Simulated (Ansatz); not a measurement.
**Two runs on SiNH7O2**

System: SiNH7O2.
Method of run A: RKS wB97X-V/def2-TZVPP (Ansatz 0.2.0).

The geometry comes from this level: PBE0-D4/def2-TZVP. Text and figures count atoms from 1; the logs count them from 0 in places.

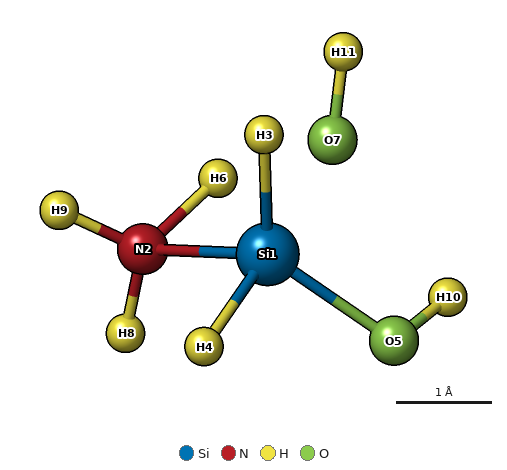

**Figure 1.** The input geometry (ball-and-stick view, seen at a tilt; atoms are numbered from 1 in the order of the input). Bond lengths as drawn: H–N 1.01 to 1.20 Å, H–O 0.96 Å, H–Si 1.49 to 1.50 Å, N–Si 1.87 Å and O–Si 1.64 Å.

## Input, run A
```yaml
crystal:
  periodic: [false, false, false]
  atoms:
    - {symbol: Si, position_ang: [-0.597179, 0.540948, -0.148220]}
    - {symbol: N, position_ang: [-0.291592, -1.221492, 0.393296]}
    - {symbol: H, position_ang: [-0.658459, 0.603010, -1.634224]}
    - {symbol: H, position_ang: [-2.049337, 0.632378, 0.224822]}
    - {symbol: O, position_ang: [-0.055545, 1.723067, 0.855623]}
    - {symbol: H, position_ang: [0.818238, -0.958737, 0.020865]}
    - {symbol: O, position_ang: [1.431986, 0.101348, -0.412691]}
    - {symbol: H, position_ang: [-0.435906, -1.392915, 1.381137]}
    - {symbol: H, position_ang: [-0.793464, -1.920538, -0.140447]}
    - {symbol: H, position_ang: [0.901632, 1.800349, 0.783976]}
    - {symbol: H, position_ang: [1.729626, 0.092583, -1.324139]}
basis:
  gaussian: {orbitals: def2-TZVPP}
hamiltonian: {xc: {name: wB97X-V}}
```

Launched with:
```bash
ansatz run in.yaml --threads 4 --pin off --events-out ev --progress --plain --max-ram 9574MiB
```

Hardware: 4 threads of Arm Neoverse N1, 23 GiB of memory available, shared host.

## Output (run A)
```
Functional definition: wB97X-V
  parameter omega = 0.3/bohr
  parameter cx = 0.167
  parameter cx1 = 0.603
  parameter cx2 = 1.194
  parameter css0 = 0.556
  parameter css1 = -0.257
  parameter cos0 = 1.219
  parameter cos1 = -1.850
  parameter b = 6.0
  parameter c = 0.01
  exchange = spin_sum(e_x_unif_sr(omega)*poly(b97_u_x, 1 - cx, cx1, cx2)) + cx*exact_x_sr(omega) + exact_x_lr(omega)
  correlation = spin_sum(e_c_pw_same_spin*poly(b97_u_same, css0, css1))
      + integral(e_c_pw_opposite_spin*poly(b97_u_opposite, cos0, cos1)) + vv10(b, c)
1161 factors; their error is unknown
283 factors; integrals over basis functions are off by at most 1.0e-5 eV
mean field evaluation 1: about -13568.6937 eV, gradient 7.1e1 eV
mean field evaluation 2: about -13568.3505 eV, gradient 7.4e1 eV
mean field evaluation 4: about -13576.8401 eV, gradient 2.9e0 eV
mean field evaluation 8: about -13576.8592 eV, gradient 5.4e-2 eV
mean field evaluation 16: about -13576.8695 eV, gradient 7.5e-5 eV
mean field -13576.86948452 eV, -498.9407508233 hartree, gradient 7.5e-5 eV, S^2 0.000000; 0 other end points of the search recorded, 0 dependent functions left out
reference -13576.86948261 eV, -498.9407507534 hartree; 22, 22 occupied and 211, 211 virtual orbitals, 1161 factors
Total energy: -13576.86948261 eV, -498.9407507534 hartree
```

For run B the input was changed thus:
```diff
-    - {symbol: Si, position_ang: [-0.597179, 0.540948, -0.148220]}
-    - {symbol: N, position_ang: [-0.291592, -1.221492, 0.393296]}
-    - {symbol: H, position_ang: [-0.658459, 0.603010, -1.634224]}
-    - {symbol: H, position_ang: [-2.049337, 0.632378, 0.224822]}
-    - {symbol: O, position_ang: [-0.055545, 1.723067, 0.855623]}
-    - {symbol: H, position_ang: [0.818238, -0.958737, 0.020865]}
-    - {symbol: O, position_ang: [1.431986, 0.101348, -0.412691]}
-    - {symbol: H, position_ang: [-0.435906, -1.392915, 1.381137]}
-    - {symbol: H, position_ang: [-0.793464, -1.920538, -0.140447]}
-    - {symbol: H, position_ang: [0.901632, 1.800349, 0.783976]}
-    - {symbol: H, position_ang: [1.729626, 0.092583, -1.324139]}
+    - {symbol: Si, position_ang: [-0.221289, 0.567405, -0.405517]}
+    - {symbol: N, position_ang: [-0.177524, -1.250052, 0.710924]}
+    - {symbol: H, position_ang: [-0.160916, 1.876735, -1.184614]}
+    - {symbol: H, position_ang: [-1.660907, 0.215767, -0.586705]}
+    - {symbol: O, position_ang: [0.214515, 1.168483, 1.093519]}
+    - {symbol: H, position_ang: [0.765553, -1.393150, 1.053163]}
+    - {symbol: O, position_ang: [0.877217, -0.299413, -1.322164]}
+    - {symbol: H, position_ang: [-0.805243, -1.197175, 1.503846]}
+    - {symbol: H, position_ang: [-0.432008, -2.035748, 0.124867]}
+    - {symbol: H, position_ang: [0.376530, 2.112475, 1.051494]}
+    - {symbol: H, position_ang: [1.224073, 0.234672, -2.038813]}
```

How does run B compare with run A?

With the same method and basis, run B lies 32.2 kcal/mol lower.

## Output (run B)
```
Functional definition: wB97X-V
  parameter omega = 0.3/bohr
  parameter cx = 0.167
  parameter cx1 = 0.603
  parameter cx2 = 1.194
  parameter css0 = 0.556
  parameter css1 = -0.257
  parameter cos0 = 1.219
  parameter cos1 = -1.850
  parameter b = 6.0
  parameter c = 0.01
  exchange = spin_sum(e_x_unif_sr(omega)*poly(b97_u_x, 1 - cx, cx1, cx2)) + cx*exact_x_sr(omega) + exact_x_lr(omega)
  correlation = spin_sum(e_c_pw_same_spin*poly(b97_u_same, css0, css1))
      + integral(e_c_pw_opposite_spin*poly(b97_u_opposite, cos0, cos1)) + vv10(b, c)
1161 factors; their error is unknown
283 factors; integrals over basis functions are off by at most 9.6e-6 eV
mean field evaluation 1: about -13569.7310 eV, gradient 7.2e1 eV
mean field evaluation 2: about -13568.8020 eV, gradient 7.8e1 eV
mean field evaluation 4: about -13578.2356 eV, gradient 2.6e0 eV
mean field evaluation 8: about -13578.2534 eV, gradient 5.3e-2 eV
mean field evaluation 16: about -13578.2646 eV, gradient 5.8e-5 eV
mean field -13578.26463104 eV, -498.9920215126 hartree, gradient 5.8e-5 eV, S^2 0.000000; 0 other end points of the search recorded, 0 dependent functions left out
reference -13578.26462912 eV, -498.9920214418 hartree; 22, 22 occupied and 211, 211 virtual orbitals, 1161 factors
Total energy: -13578.26462912 eV, -498.9920214418 hartree
```

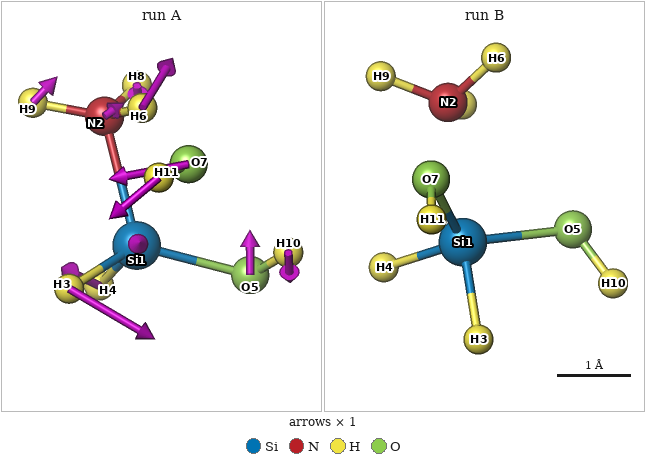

**Figure 2.** The two input geometries at one scale (ball-and-stick view, seen at a tilt). The pink arrows on the first give the shifts of the atoms after the best rigid fit, at true length. The atom that moves furthest after the best rigid fit is H3 (1.40 Å). By element the largest moves are H 1.40 Å, O 1.15 Å, Si 0.45 Å, N 0.37 Å. Among the contacts that change: Si1–O7 2.093 → 1.673 Å, Si1–N2 1.869 → 2.133 Å, N2–H6 1.200 → 1.013 Å, Si1–H3 1.489 → 1.525 Å.

## The two runs side by side

| quantity | run A | run B |
| --- | --- | --- |
| outcome | converged | converged |
| total energy (hartree) | −498.940751 | −498.992021 |
| basis functions | 233 | 233 |
| wall time (shared host) | 9.5 s | 9.5 s |
